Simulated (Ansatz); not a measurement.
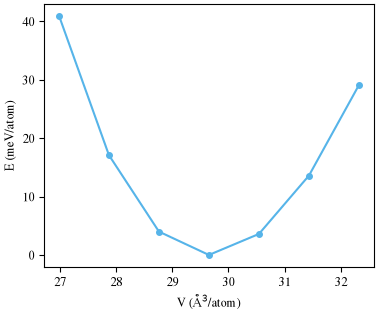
Figure: GaAs in space group Pm-3n (No. 223; Ga on 6c, As on 6d) under volume change, plane-wave PAW PBE (Ansatz code), scaled uniformly.

What does a third-order Birch–Murnaghan fit give for V₀, B₀ and B′?

V₀ = 29.65 Å³/atom, B₀ = 45.7 GPa, B′ = 4.7.

The start of the workflow was typed in or built on a structure type; neither database checked (COD, Materials Project) lists it. It is not the phase usual at ambient conditions (space group No. 216). The PBE relaxation kept the symmetry of its start; its stability against distortions is not shown here. The volume moved by 27 % from the start of the relaxation.

Potentials: the later of the program's two PAW sets.
